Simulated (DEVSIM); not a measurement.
Structure: Cr/Si3N4/p-Ge capacitor, at 300 K.

```tsv
layer (left to right)	material	thickness (nm)	Na (cm⁻³)
1	Si3N4	3.90	-
2	Ge	6300	1.8e16
```

Metal gate on the left, work function 4.5 eV. Fixed charge at the semiconductor interface 0 cm⁻² (in units of +e); no interface traps.

The device is made up for the run: typed textbook-type constants, with dimensions and the other settings drawn at random. Values at 300 K.

```tsv
parameter	Si3N4	Ge
gap (eV)	5.1	0.664
affinity (eV)	2.1	4
permittivity	7.5	16
Nc (cm⁻³)	-	1.04e19
Nv (cm⁻³)	-	6e18
```

DEVSIM, 1D Poisson equation in equilibrium, Boltzmann statistics, complete ionisation; no quantum confinement or tunnelling. Metal contacts follow the ideal Schottky-Mott rule: no Fermi-level pinning, no interface dipoles.

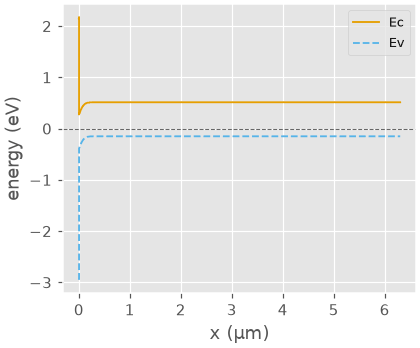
*Band edges at 0.25 V on the gate*

Energies count from the Fermi level of the right contact; mesh points crowd at the junctions.

```
x (μm)    Ec (eV)  Ev (eV)  n (cm⁻³)  p (cm⁻³)  field (V/cm)
--------  -------  -------  --------  --------  ------------
0.000       2.150   -2.950     < 1e2     < 1e2         63000
0.001122    2.157   -2.943     < 1e2     < 1e2         63000
0.002505    2.166   -2.934     < 1e2     < 1e2         63000
0.003701    2.173   -2.927     < 1e2     < 1e2         63000
0.005540    0.279   -0.385    2.1e14    2.1e12         29000
0.009057    0.289   -0.375    1.4e14    3.1e12         28000
0.01699     0.311   -0.353    6.1e13    7.1e12         27000
0.04348     0.375   -0.289    5.2e12    8.5e13         21000
0.09462     0.459   -0.205    2.0e11    2.1e15         11000
0.2100      0.511   -0.153    2.7e10    1.6e16           830
0.4545      0.514   -0.150    2.4e10    1.8e16           ≈ 0
1.339       0.514   -0.150    2.4e10    1.8e16           ≈ 0
2.916       0.514   -0.150    2.4e10    1.8e16           ≈ 0
4.758       0.514   -0.150    2.4e10    1.8e16           ≈ 0
5.782       0.514   -0.150    2.4e10    1.8e16           ≈ 0
6.065       0.514   -0.150    2.4e10    1.8e16           ≈ 0
6.199       0.514   -0.150    2.4e10    1.8e16           ≈ 0
6.258       0.514   -0.150    2.4e10    1.8e16           ≈ 0
6.289       0.514   -0.150    2.4e10    1.8e16           ≈ 0
6.298       0.514   -0.150    2.4e10    1.8e16           ≈ 0
6.302       0.514   -0.150    2.4e10    1.8e16           ≈ 0
6.304       0.514   -0.150    2.4e10    1.8e16           ≈ 0
```
